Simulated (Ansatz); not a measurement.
Reaction (SMILES): P#P (P2) → P2+ (doublet, bonded as P#P) + e-
B3LYP-D3(BJ)/def2-TZVP geometries, fixed; electronic energies without zero-point terms.

Basis-set convergence of the adiabatic ionisation energy at PBE0 with Ansatz (an electronic-structure program). Cartesian d functions, on some or all atoms, in 6-31G**; all else is spherical. The program fits the integrals of some runs and decomposes those of others, by size. Open shells are unrestricted. No added dispersion term, no relativity. Functions are those of the species that has most. Reference: the value in aug-cc-pV(5+d)Z, 10.354 eV, itself unsure by roughly 0.003 eV (its mean distance from pcseg-4, aug-pcseg-3, aug-cc-pV(Q+d)Z). Deviations are taken from unrounded values.

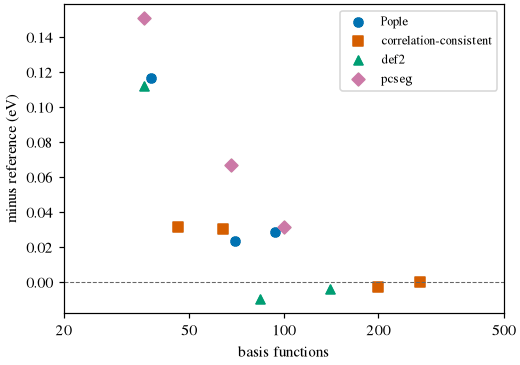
Figure. Deviation from the reference against the number of basis functions, by family of sets.

```
basis              functions  adiabatic ionisation energy (eV)  minus reference (eV)
-----------------  ---------  --------------------------------  --------------------
def2-SVP                  36                            10.466                 0.112
pcseg-1                   36                            10.504                 0.151
6-31G**                   38                            10.470                 0.116
cc-pV(D+d)Z               46                            10.385                 0.032
aug-cc-pV(D+d)Z           64                            10.384                 0.030
pcseg-2                   68                            10.421                 0.067
6-311++G(2d,2p)           70                            10.377                 0.023
def2-TZVPP                84                            10.344                -0.010
6-311++G(3df,3pd)         94                            10.382                 0.029
aug-pcseg-2              100                            10.385                 0.031
def2-QZVPP               140                            10.350                -0.004
cc-pV(5+d)Z              200                            10.351                -0.003
aug-cc-pV(5+d)Z          272                            10.354                 0.000
```
